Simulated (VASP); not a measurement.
Band structure of TiO2 (rutile). Calculation: vdW-DF2, VASP's PBE PAW potentials (set 64) (plane waves; VASP 6.6.1).

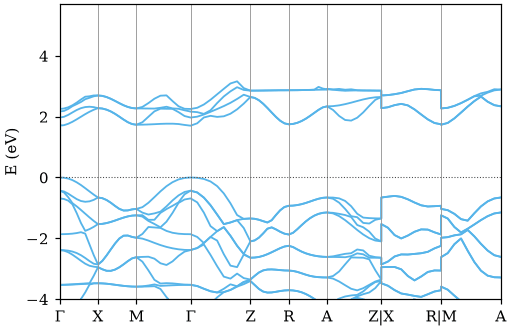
Bands along high-symmetry lines, zero at the valence-band maximum or, without a gap, the Fermi level

Read the plot: is there a gap, and where are the band edges?

The gap is direct, 1.70 eV, from the valence maximum at Γ to the conduction minimum at Γ. (Edges off the drawn lines would not show.)

The compound is TiO2 in the rutile structure. It was relaxed first, which changed the volume by +7 %.
